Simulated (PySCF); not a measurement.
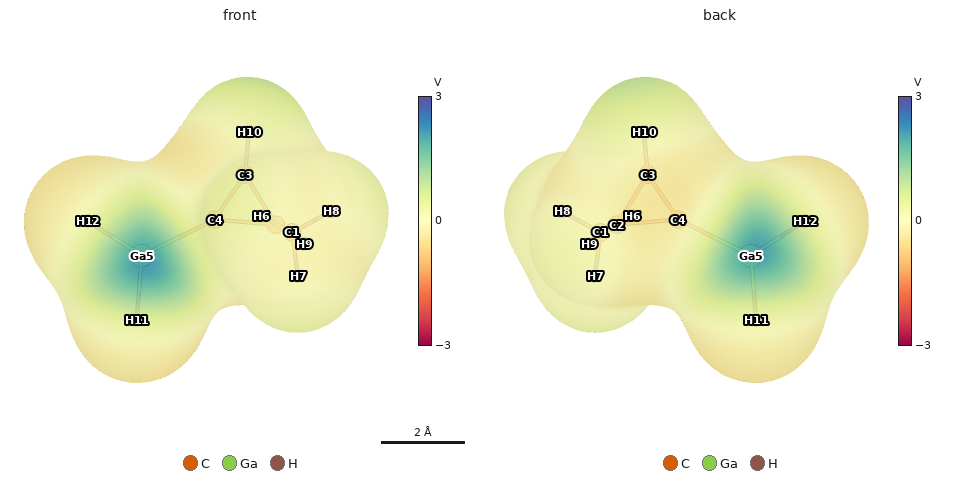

Figure. C4H7Ga. The molecular electrostatic potential painted on the density surface at 0.001 e/bohr³, seen from the front and from behind; the colour scale runs from red (negative) to blue (positive).

Geometry: GFN2-xTB.

Level of theory: CAM-B3LYP/def2-SVPD, SCF density, gas phase in PySCF 2.14.0.

The calculation's input:

```
{"job": {"kind": "uv", "xc": "CAM-B3LYP", "basis": "def2-SVPD", "nstates": 8, "ntriplets": 3}, "charge": 0, "multiplicity": 1}
C     -1.511409     0.787250    -0.509068
C     -0.859140    -0.514401    -0.098025
C     -0.319398    -0.684864     1.274047
C      0.605805    -0.520236     0.351127
Ga     2.477334    -0.172099    -0.154363
H     -1.005013     1.627549    -0.034167
H     -1.456681     0.914947    -1.589469
H     -2.561139     0.804120    -0.216128
H     -1.257102    -1.385343    -0.614062
H     -0.591126    -0.844811     2.290941
H      2.962833    -0.351565    -1.637589
H      3.516234     0.338765     0.910728
```

Launched as:

```sh
OMP_NUM_THREADS=1 python probes_run.py task.json out
```

Question: Which sites attract a positive test charge, and which a negative one?

Answer: A positive charge is drawn to the negative regions and a negative charge to the positive ones. The most negative region (about −0.4 V, or −9 kcal/mol for a unit charge) lies over the C and H atoms, the most positive (about +2.1 V, or +48 kcal/mol for a unit charge) over Ga5.
